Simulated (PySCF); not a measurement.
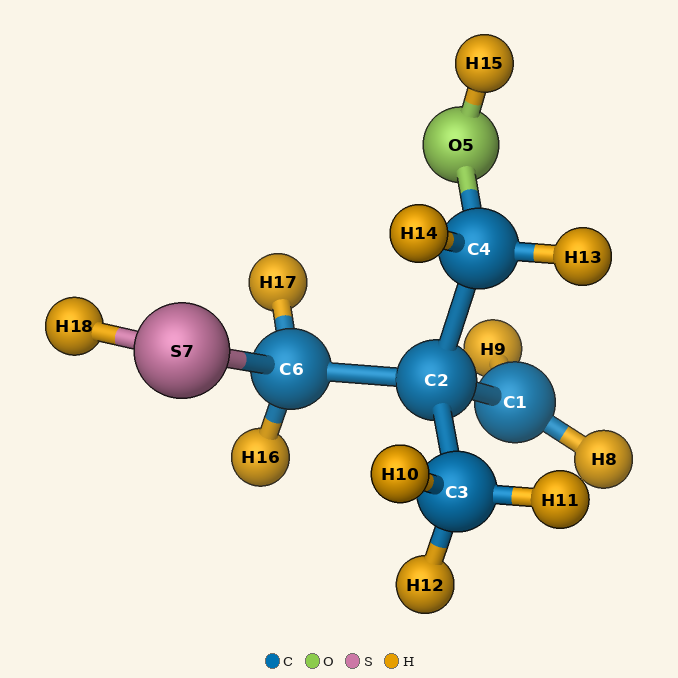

The species is neutral and a spin doublet. The computed structure is the end point of a GFN2-xTB optimisation. No frequency run is at hand to confirm it as a minimum. Method: UKS B3LYP, pcH-1 on C H O S, non-relativistic (PySCF 2.14.0).

Give the isotropic hyperfine couplings (Fermi-contact term alone) of C1, C2, C3, C4, O5, C6, S7, H8, H9, H10, H11, H12, H13, H14, H15, H16, H17, H18.

```
atom  isotope  a_iso (MHz)
  C1      13C         95.3
  C2      13C        −30.2
  C3      13C         12.0
  C4      13C         64.0
  O5      17O         −0.4
  C6      13C         33.1
  S7      33S          2.7
  H8       1H        −62.8
  H9       1H        −60.9
 H10       1H          0.5
 H11       1H         −1.6
 H12       1H         −1.6
 H13       1H         −3.0
 H14       1H         16.6
 H15       1H         −0.2
 H16       1H         −0.8
 H17       1H         −2.0
 H18       1H          1.1
```
